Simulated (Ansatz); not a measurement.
CH5GeO (SMILES [CH3][GeH][OH]) (doublet)

The calculation's input:

```
crystal:
  periodic: [false, false, false]
  atoms:
    - {symbol: C, position_ang: [-0.350009, -1.152500, -0.772070]}
    - {symbol: Ge, position_ang: [-0.290236, 0.595601, 0.190255]}
    - {symbol: O, position_ang: [1.125977, 1.576966, -0.389591]}
    - {symbol: H, position_ang: [1.065936, 1.722226, -1.347219]}
    - {symbol: H, position_ang: [-0.565937, -1.011737, -1.834153]}
    - {symbol: H, position_ang: [0.078802, 0.372081, 1.696870]}
    - {symbol: H, position_ang: [0.618539, -1.650503, -0.657432]}
    - {symbol: H, position_ang: [-1.133780, -1.774063, -0.328891]}
basis:
  gaussian:
    orbitals: def2-TZVPD
magnetization:
  spin_polarized: true
  initial_magnetization: 1
hamiltonian:
  xc: pbe0
output: {forces: true, orbitals: {seedname: orbitals}}
```

Run with:

```sh
ansatz run input.yaml --threads 1 --pin off --max-ram 2610MiB --events-out events.jsonl --progress --plain --runs-dir runs
```

Geometry: B3LYP/6-31G*.

Level of theory: isolated molecule in a Gaussian basis; Kohn-Sham density functional theory, functional PBE0 (Ansatz).

**Predict the electron density, electron localisation function and spin density between the atoms.**

Ge–O (1.82 Å): the density is about 0.91 e/Å³ at the midpoint; the ELF peaks at about 0.85 in the valence shell of O, 0.6 Å from its nucleus, and is about 0.35 at the midpoint.
C–Ge (2.00 Å): the density is about 0.81 e/Å³ at the midpoint; the ELF peaks at about 0.90 in the valence shell of C, 0.7 Å from its nucleus, and is about 0.70 at the midpoint.
C–H (1.09 Å): the density is about 1.9 e/Å³ at the midpoint; the ELF climbs to about 1 towards the hydrogen, as it does in any bond to H; an ordinary covalent bond to hydrogen.
The unpaired spin (1 electron) lies mostly on Ge2 (about 0.7), O3 (about 0.1), C1 (about 0.1) and H6 (about 0.1), in electrons by Hirshfeld's partition.

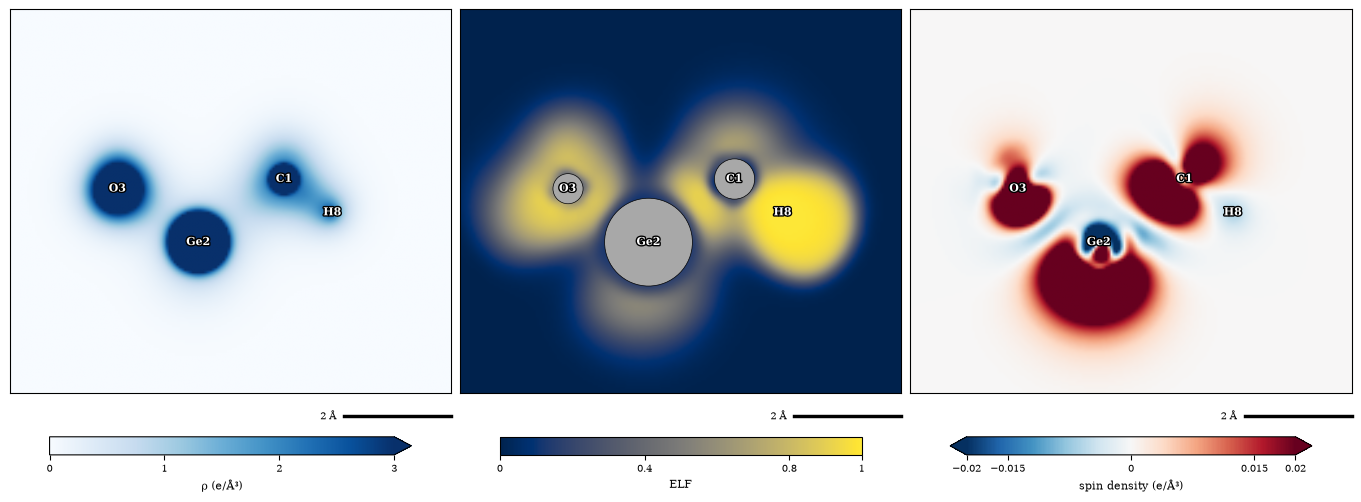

Computed electron density, electron localisation function and spin density on the plane of atoms Ge2, C1 and H8, in this order. Grey discs cover the atomic cores in the ELF map. 
